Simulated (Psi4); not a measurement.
**A workflow on SiBrF (SMILES F[Si]Br)**

We compute a series of 10 runs (PBE-D4/def2-SVP, PBE0-D4/def2-TZVP, PBE-D4/def2-TZVPP, r2SCAN-D4/def2-TZVPP, B3LYP-D4/def2-TZVPP, PBE0-D4/def2-TZVPP, wB97M-V/def2-TZVPP, CCSD(T)/def2-TZVPP, and more) of SiBrF. 

Program for the calculation: Psi4 1.11.

## (1) Starting point

The species is SiBrF (3 atoms), meant as a singlet with charge 0. SMILES: `F[Si]Br`. The shape is that of a GFN2-xTB, rattled optimisation. The run starts from this shape.

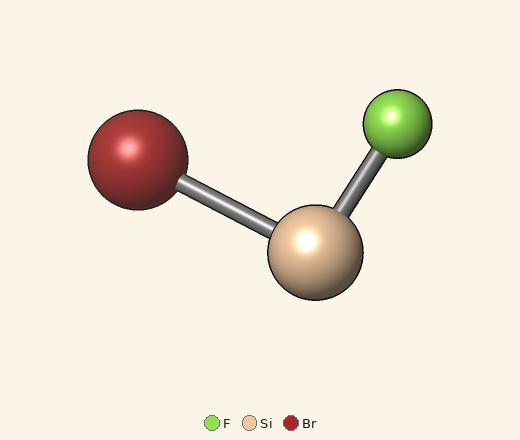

Viewed from a chosen angle; fluorine green, silicon light orange, bromine red.

## (2) A geometry optimisation at PBE-D4/def2-SVP (density fitting) (run 1)

job.py reads:

```python
import psi4

psi4.set_memory(3300000000)
psi4.set_num_threads(2)
psi4.set_output_file('psi4.out', False)

molecule = psi4.geometry("""
0 1
F      0.352236     1.231973     0.311482
Si    -0.726909     0.280403    -0.402841
Br     0.340983    -1.586094     0.019223
symmetry c1
""")

psi4.set_options({
    'basis': 'def2-SVP',
    'scf_type': 'df',
    'geom_maxiter': 60,
    'max_force_g_convergence': 0.0005,
})

result, w = psi4.optimize('PBE-D4', molecule=molecule, return_wfn=True)
print('E =', round(result, 9))
print(molecule.to_string(dtype='xyz', units='Angstrom'))
```

Launch:

```sh
$ python job.py
```

psi4.out:

```text
[...]
  Running in c1 symmetry.
[...]
  Nuclear repulsion =  218.666630298203700
[...]
  Multiplicity = 1
[...]
  Nalpha       = 29
  Nbeta        = 29
[...]
    Number of basis functions: 64
[...]
   @DF-RKS iter   1: -2962.05656656837073   -1.20716e+00   2.33349e-02 ADIIS/DIIS
[...]
   @DF-RKS iter   8: -2962.45471641201857   -2.72848e-12   2.27996e-09 DIIS
[...]
  @DF-RKS Final Energy: -2962.45471641201857
   => Energetics <=
    Nuclear Repulsion Energy =            208.6605656355088172
    One-Electron Energy =               -4538.1583496413022658
    Two-Electron Energy =                1489.0909114647477054
    DFT Exchange-Correlation Energy =    -122.0452883036503380
    Empirical Dispersion Energy =          -0.0025555673221328
    VV10 Nonlocal Energy =                  0.0000000000000000
    Total Energy =                      -2962.4547164120185698
[...]
  -Total Gradient:
     Atom            X                  Y                   Z
    ------   -----------------  -----------------  -----------------
       1       -0.000101455554    -0.000219699013     0.000000000000
       2        0.000326790800     0.000018283731     0.000000000000
       3       -0.000152867560     0.000043721244     0.000000000000
[...]
    Final optimized geometry and variables:
    Molecular point group: c1
    Full point group: Cs
    Geometry (in Angstrom), charge = 0, multiplicity = 1:
    F            0.376944075858     2.155437278753     0.000000000000
    SI          -0.878645131841     1.090813603724     0.000000000000
    BR           0.220740265322    -0.905587733365    -0.000000000000
[...]
```

Standard output:

```text
Optimizer: Optimization complete!
E = -2962.454716412
3
0 1 BrFSi
F                     0.376944075858     2.155437278753     0.000000000000
Si                   -0.878645131841     1.090813603724     0.000000000000
Br                    0.220740265322    -0.905587733365     0.000000000000
```

Run time: 52 s. Hardware: 2 threads of AMD EPYC (Zen 3), shared host; peak memory 0.38 GiB.

Steps, from the record of the run:

```csv
step,energy from the first frame kept (eV),largest force (eV/Å)
0,0.0000,1.6446
1,-0.1238,0.3285
2,-0.1265,0.0867
3,-0.1266,0.0168
```

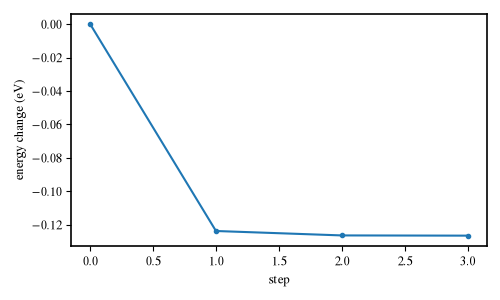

Energy along the run.

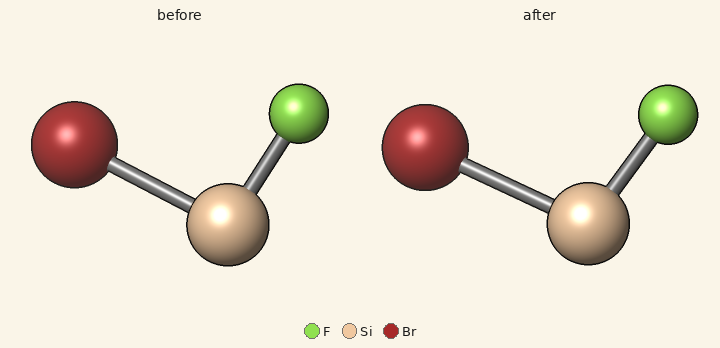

Before and after, at one scale.

After the run. Bond lengths: F1–Si2 1.646 Å, Si2–Br3 2.279 Å. Angles: F1–Si2–Br3 101.5°.

## (3) A geometry optimisation at PBE0-D4/def2-TZVP (density fitting) (run 2)

run.py reads:

```python
import psi4

psi4.set_memory('3300 MB')
psi4.set_num_threads(2)
psi4.core.set_output_file('brfsi.out', False)

geom = psi4.geometry("""
0 1
F      0.338598     1.401097     0.320827
Si    -0.704677     0.340574    -0.384010
Br     0.336385    -1.648139     0.010298
symmetry c1
""")

psi4.set_options({
    'reference': 'rks',
    'scf_type': 'df',
    'geom_maxiter': 50,
    'max_force_g_convergence': 0.0002,
})

E = psi4.optimize('pbe0-d4/def2-TZVP')
print('E =', round(E, 9))
print(geom.to_string(dtype='xyz', units='Angstrom'))
for k, v in sorted(psi4.core.scalar_variables().items()):
    print(f'{k:45s} {v:18.10f}')
```

Launch:

```sh
$ python run.py
```

brfsi.out:

```text
[...]
  Running in c1 symmetry.
[...]
  Nuclear repulsion =  208.660554375306219
[...]
  Multiplicity = 1
[...]
  Nalpha       = 29
  Nbeta        = 29
[...]
    Number of basis functions: 116
[...]
   @DF-RKS iter   1: -2962.72395056953246   -1.54029e+00   1.35536e-02 ADIIS/DIIS
[...]
   @DF-RKS iter   7: -2963.10984556958692   -8.64020e-12   4.93140e-09 DIIS
[...]
  @DF-RKS Final Energy: -2963.10984556958692
   => Energetics <=
    Nuclear Repulsion Energy =            212.1692380820674089
    One-Electron Energy =               -4546.1689743515180453
    Two-Electron Energy =                1463.1088137250176260
    DFT Exchange-Correlation Energy =     -92.2167705191534992
    Empirical Dispersion Energy =          -0.0021525060006880
    VV10 Nonlocal Energy =                  0.0000000000000000
    Total Energy =                      -2963.1098455695869234
[...]
  -Total Gradient:
     Atom            X                  Y                   Z
    ------   -----------------  -----------------  -----------------
       1        0.000111784537     0.000047861047    -0.000000000000
       2       -0.000108114778    -0.000208216579    -0.000000000000
       3       -0.000058508597     0.000045288710     0.000000000000
[...]
    Final optimized geometry and variables:
    Molecular point group: c1
    Full point group: Cs
    Geometry (in Angstrom), charge = 0, multiplicity = 1:
    F            0.364986980706     2.106048261684     0.000000000000
    SI          -0.869008582598     1.082905767768    -0.000000000000
    BR           0.220202553592    -0.890894704609     0.000000000000
[...]
```

The script printed:

```text
Some dependencies such as QCElemental have not yet finished migration to pydantic v2. If issues are encountered please downgrade pydantic or upgrade QCElemental as appropriate
Optimizer: Optimization complete!
E = -2963.10984557
3
0 1 BrFSi
F                     0.364986980706     2.106048261684     0.000000000000
Si                   -0.869008582598     1.082905767768     0.000000000000
Br                    0.220202553592    -0.890894704609     0.000000000000

CURRENT ENERGY                                  -2963.1098455696
CURRENT REFERENCE ENERGY                        -2963.1098455696
DD SOLVATION ENERGY                                 0.0000000000
DFT FUNCTIONAL TOTAL ENERGY                     -2963.1076930636
DFT TOTAL ENERGY                                -2963.1098455696
DFT VV10 ENERGY                                     0.0000000000
DFT XC ENERGY                                     -92.2167705192
DISPERSION CORRECTION ENERGY                       -0.0021525060
GRID ELECTRONS ALPHA                               28.9999965856
GRID ELECTRONS BETA                                28.9999965856
GRID ELECTRONS TOTAL                               57.9999931712
NUCLEAR REPULSION ENERGY                          212.1692380821
ONE-ELECTRON ENERGY                             -4546.1689743515
OPTIMIZATION ITERATIONS                             4.0000000000
PBE0-D4(BJ,EEQ)ATM DISPERSION CORRECTION ENERGY      -0.0021525060
PCM POLARIZATION ENERGY                             0.0000000000
PE ENERGY                                           0.0000000000
SCF ITERATION ENERGY                            -2963.1098455696
SCF ITERATIONS                                      7.0000000000
SCF TOTAL ENERGY                                -2963.1098455696
TWO-ELECTRON ENERGY                              1463.1088137250
XC GRID RADIAL POINTS                              75.0000000000
XC GRID SPHERICAL POINTS                          302.0000000000
XC GRID TOTAL POINTS                            64356.0000000000
```

It took 96 s on 2 threads of AMD EPYC (Zen 3), shared host; peak memory 0.52 GiB.

The path in brief:

```csv
step,energy from the first frame kept (eV),largest force (eV/Å)
0,0.0000,1.2352
1,-0.0301,0.4214
2,-0.0331,0.0353
3,-0.0331,0.0121
```

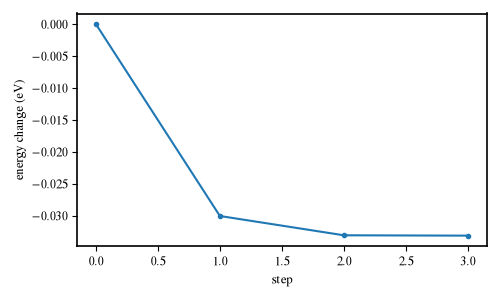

Energy along the run.

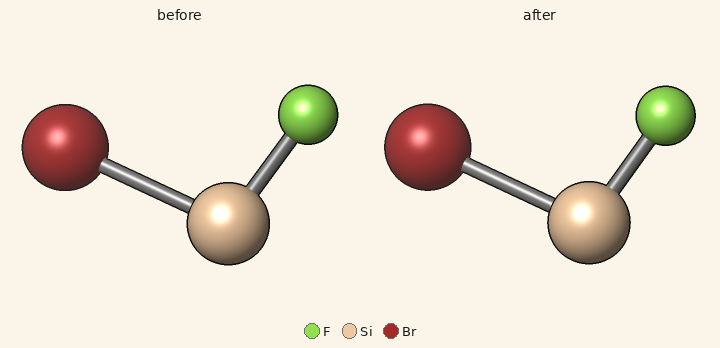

Before and after, at one scale.

After the run. Bond lengths: F1–Si2 1.603 Å, Si2–Br3 2.254 Å. Angles: F1–Si2–Br3 100.8°.

Runs 3 to 7 aren't shown in full; the table further down has their settings and results.

## (4) The energy at wB97M-V/def2-TZVPP (density fitting) (run 8)

brfsi.py reads:

```python
import psi4

psi4.set_memory(3300000000)
psi4.set_num_threads(2)
psi4.set_output_file('brfsi.out', False)

mol = psi4.geometry("""
0 1
F
Si 1 1.602986
Br 2 2.254388 1 100.77171
symmetry c1
""")

psi4.set_options({
    'basis': 'def2-TZVPP',
    'scf_type': 'df',
    'dft_radial_points': 99,
    'dft_spherical_points': 590,
    'dft_vv10_postscf': True,
})

result = psi4.energy('wb97m-v', molecule=mol)
print(f'total energy {result:.8f} hartree = {result * 27.211386:.5f} eV')
```

Launch:

```sh
$ python brfsi.py
```

brfsi.out:

```text
[...]
  Running in c1 symmetry.
[...]
  Nuclear repulsion =  212.169314984696769
[...]
  Multiplicity = 1
[...]
  Nalpha       = 29
  Nbeta        = 29
[...]
    Number of basis functions: 121
[...]
   @DF-RKS iter   1: -2963.35303609219000   -1.70651e+00   1.23101e-02 ADIIS/DIIS
[...]
   @DF-RKS iter   9: -2963.68893747812626   -3.20661e-08   2.44957e-07 DIIS
[...]
  @DF-RKS Final Energy: -2963.44629950327862
   => Energetics <=
    Nuclear Repulsion Energy =            212.1693149846967685
    One-Electron Energy =               -4546.1467693696331480
    Two-Electron Energy =                1467.0874785352666549
    DFT Exchange-Correlation Energy =     -96.7989505517947322
    Empirical Dispersion Energy =           0.0000000000000000
    VV10 Nonlocal Energy =                  0.2426268981855061
    Total Energy =                      -2963.4462995032790786
[...]
 Multipole Moments:
 ------------------------------------------------------------------------------------
     Multipole            Electronic (a.u.)      Nuclear  (a.u.)        Total (a.u.)
 ------------------------------------------------------------------------------------
 L = 1.  Multiply by 2.5417464519 to convert [e a0] to [Debye]
 Dipole X            :          5.2212234           -5.6840984           -0.4628750
 Dipole Y            :         -2.0713177            1.8305646           -0.2407531
 Dipole Z            :         -0.0000000            0.0000000           -0.0000000
 Magnitude           :                                                    0.5217426
[...]
```

The script printed:

```text
total energy -2963.44629950 hartree = -80639.48115 eV
```

Run time: 55 s. Hardware: 2 threads of AMD EPYC (Zen 3), shared host; peak memory 1.5 GiB.

Run 9 isn't shown in full; the table further down has it.

## (5) A single-point energy at MP2/def2-QZVPP (density fitting, density fitting for correlation) (run 10)

brfsi.xyz reads:

```xyz
3
BrFSi
F      0.330373     1.351898     0.311128
Si    -0.695969     0.332696    -0.379824
Br     0.335278    -1.633502     0.011149
```

run.py reads:

```python
import psi4

psi4.set_memory('3300 MB')
psi4.set_num_threads(2)
psi4.core.set_output_file('psi4.out', False)

with open('brfsi.xyz') as f:
    atoms = ''.join(f.readlines()[2:])
geom = psi4.geometry('0 1\n' + atoms + 'symmetry c1')

psi4.set_options({
    'basis': 'def2-QZVPP',
    'scf_type': 'df',
    'num_frozen_docc': 15,
})

E, wfn = psi4.energy("mp2", molecule=geom, return_wfn=True)
print(f'total energy {E:.8f} hartree = {E * 27.211386:.5f} eV')
```

Launch:

```sh
$ python run.py
```

psi4.out:

```text
[...]
  Running in c1 symmetry.
[...]
  Nuclear repulsion =  212.169305755482952
[...]
  Multiplicity = 1
[...]
  Nalpha       = 29
  Nbeta        = 29
[...]
    Number of basis functions: 216
[...]
   @DF-RHF iter   1: -2960.66477983112873   -2.13014e+00   8.10785e-03 DIIS/ADIIS
[...]
   @DF-RHF iter  12: -2960.98608869697955   -1.63709e-11   3.76028e-09 DIIS
[...]
  @DF-RHF Final Energy: -2960.98608869697955
   => Energetics <=
    Nuclear Repulsion Energy =            212.1693057554829522
    One-Electron Energy =               -4546.6788099694840639
    Two-Electron Energy =                1373.5234155170214763
    Total Energy =                      -2960.9860886969795501
[...]
 Multipole Moments:
 ------------------------------------------------------------------------------------
     Multipole            Electronic (a.u.)      Nuclear  (a.u.)        Total (a.u.)
 ------------------------------------------------------------------------------------
 L = 1.  Multiply by 2.5417464519 to convert [e a0] to [Debye]
 Dipole X            :          1.7421555           -2.2188166           -0.4766612
 Dipole Y            :         -5.3601923            5.5440773            0.1838849
 Dipole Z            :          0.0000000           -0.0000000            0.0000000
 Magnitude           :                                                    0.5109007
[...]
```

The script printed:

```text
total energy -2961.95602010 hartree = -80598.92858 eV
```

It took 31 s on 2 threads of AMD EPYC (Zen 3), shared host; peak memory 0.55 GiB.

## (6) The series

```csv
run,level,geom maxiter,max force g convergence,energy (Eh),dipole moment (D),HOMO energy (eV),LUMO energy (eV),wall time
1,PBE-D4/def2-SVP (density fitting),60,0.0005,-2962.454716,1.03,-6.68,-3.44,52 s
2,PBE0-D4/def2-TZVP (density fitting),50,0.0002,-2963.109846,1.11,-7.83,-2.66,96 s
3,PBE0-D4/def2-TZVP (density fitting),–,–,-2963.109846,1.11,–,–,3.7 min
4,PBE-D4/def2-TZVPP (density fitting),–,–,-2963.000717,0.98,-6.72,-3.43,28 s
5,r2SCAN-D4/def2-TZVPP (density fitting),–,–,-2963.539560,0.98,-6.96,-3.38,66 s
6,B3LYP-D4/def2-TZVPP (density fitting),–,–,-2963.676479,1.20,-7.64,-2.83,35 s
7,PBE0-D4/def2-TZVPP (density fitting),–,–,-2963.110040,1.11,-7.84,-2.66,31 s
8,wB97M-V/def2-TZVPP (density fitting),–,–,-2963.446300,1.33,-9.95,-0.68,55 s
9,"CCSD(T)/def2-TZVPP (density fitting, density fitting for correlation)",–,–,timeout,–,–,–,2.3 min
10,"MP2/def2-QZVPP (density fitting, density fitting for correlation)",–,–,-2961.956020,–,-10.31,0.34,31 s
```

## (7) Outcome

| quantity | value |
| --- | --- |
| run 10, MP2/def2-QZVPP: total energy | -2961.95602 Eh |
| run 10, MP2/def2-QZVPP: HOMO energy (Hartree–Fock orbitals) | -10.31 eV |
| run 10, MP2/def2-QZVPP: LUMO energy (Hartree–Fock orbitals) | 0.34 eV |
| run 10, MP2/def2-QZVPP: HOMO–LUMO gap (Hartree–Fock orbitals) | 10.65 eV |
| run 10, MP2/def2-QZVPP: correlation energy (15 core orbitals frozen) | -969.9 mEh |

What this shows: Over runs 3, 4, 5, 6, 7, 8 the dipole moment (its size) runs from 0.98 D (r2SCAN-D4/def2-TZVPP) to 1.33 D (wB97M-V/def2-TZVPP). Over runs 4, 5, 6, 7, 8 the HOMO–LUMO gap runs from 3.29 eV (PBE-D4/def2-TZVPP) to 9.27 eV (wB97M-V/def2-TZVPP). Totals of different functionals can't be ranked against each other. All runs together took 13 min, the longest 3.7 min. 1 of the 10 runs did not end normally.
